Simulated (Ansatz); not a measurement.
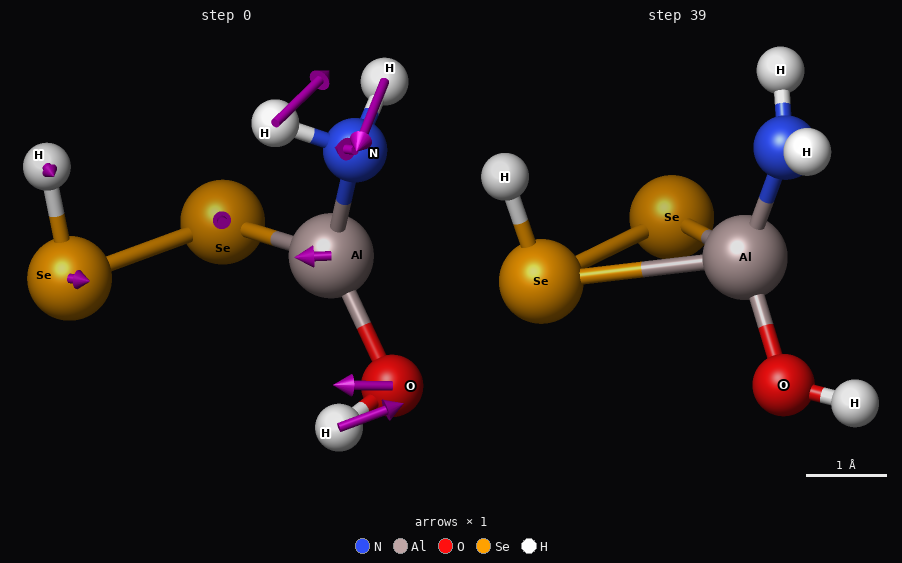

The structure of AlNH$_{4}$Se$_{2}$O before (left) and after (right) a relaxation, at one scale. The purple arrows give the displacements, at their true length.

Style: ball-and-stick. Shown from a free direction.

The run prepares an end point of a later path (inversion) calculation, from a guessed geometry.

Method: Ansatz, RKS PBE0/def2-SVP. (no spin polarisation; force threshold 0.015 eV/Å; at most 40 steps)

What changed between the two?

Answer. The relaxation stopped without meeting its thresholds, so the last structure isn't shown to be converged. It used up its limit of 40 steps. The atom that moves furthest after the best rigid fit is an H atom (1.50 Å). By element the largest moves are H 1.50 Å, O 0.77 Å, Al 0.47 Å, N 0.41 Å, Se 0.30 Å. Some distances before and after: Al–Se 3.368 → 2.637 Å, Al–N 1.908 → 1.774 Å, Al–O 1.813 → 1.711 Å, H–N 1.099 → 1.013 Å. Among the angles between lasting bonds that change: Al–Se–Se 92.3° → 67.4°, Al–N–H 106.4° → 125.1°, Al–N–H 105.5° → 124.1°. Groups turn about Al–O by about 140°. Over 30 accepted moves (39 points after the start) the energy falls by 27.9 kcal/mol. The largest force component goes from 2.7 to 0.025 eV/Å. The line search rejected the trial steps at points 6, 10, 13, 17, 25, 27, 32, 34 and more of the run. The run took 2.1 min on 2 threads of AMD EPYC 9R14 (Zen 4) (shared host), peak memory 0.4 GiB.
